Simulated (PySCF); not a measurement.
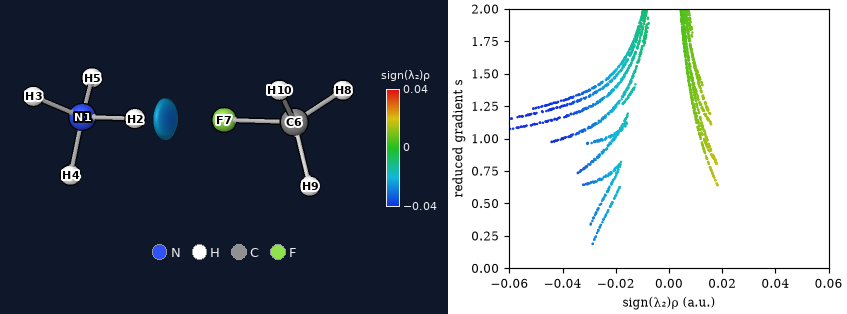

Figure. CH₇FN, charge +1, SMILES `[NH4+].CF`. Non-covalent interaction surfaces between the fragments (reduced density gradient s = 0.5, coloured by sign(λ₂)ρ in a.u.; trimmed to the region between the fragments where ρ is under 0.06 a.u.). Fragment A: NH4(+1) (atoms 1–5); fragment B: H3CF. The plot gives s against sign(λ₂)ρ for grid points between the fragments.

Computed with PySCF, B3LYP/cc-pVDZ, geometry: GFN2-xTB.

Coordinates in Å:

```
N1      -2.2117   -0.0016    0.0005
H2      -1.1716   -0.0058   -0.0051
H3      -2.5495    0.0792    0.9664
H4      -2.5497   -0.8758   -0.4142
H5      -2.5495    0.7973   -0.5510
C6       1.9913   -0.0045    0.0004
F7       0.6008    0.0050   -0.0003
H8       2.3160    0.7342   -0.7331
H9       2.3158   -1.0028   -0.2696
H10      2.3160    0.2671    1.0030
```

> Which interactions hold the two fragments together?

Bond critical points between the fragments: H2···F7, hydrogen bond, 1.77 Å, ρ = 0.029 a.u. It appears blue (attractive, sign(λ₂)ρ well below zero). The pose is a local one from a semi-empirical search, not shown to be the most stable. With a charged fragment, long-range electrostatics, which these surfaces don't show, weighs heavily in the interaction energy.

> How strongly are they bound?

The counterpoise-corrected interaction energy of the frozen fragments is −15.2 kcal/mol without dispersion correction and −15.9 kcal/mol with D3(BJ). The pair geometry is semi-empirical, not a minimum at this level.

Cost of the run: 17 s on 1 thread of Intel(R) Xeon(R) Platinum 8259CL CPU @ 2.50GHz (Skylake/Cascade Lake) (shared host), peak memory 0.36 GiB.
